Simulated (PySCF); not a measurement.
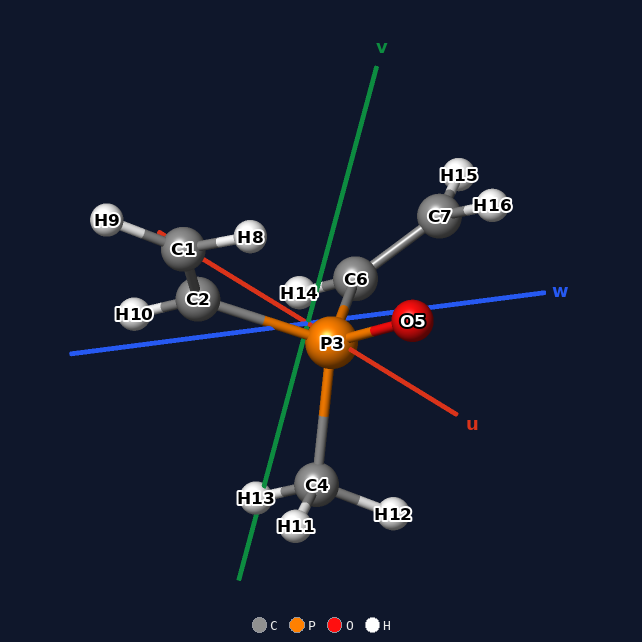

The lines u, v and w are the principal axes of the static dipole polarisability. Computed geometry: GFN2-xTB optimisation. No frequency run is at hand to confirm it as a minimum. Level of theory: PBE0/def2-SVPD (PySCF 2.14.0).

Question. Along which axis is the molecule most polarisable, and along which least?

Answer. Most along w (close to the long direction C1···C7), least along u.

Question. Give the three principal values.

Answer. u 73.3, v 86.0, w 100.5 bohr³; mean 86.6, anisotropy 23.6 bohr³.

The geometry is semi-empirical. Around P such bond lengths and angles can be off by a tenth of an ångström or more and by several degrees, and values that hang on the shape move with them.
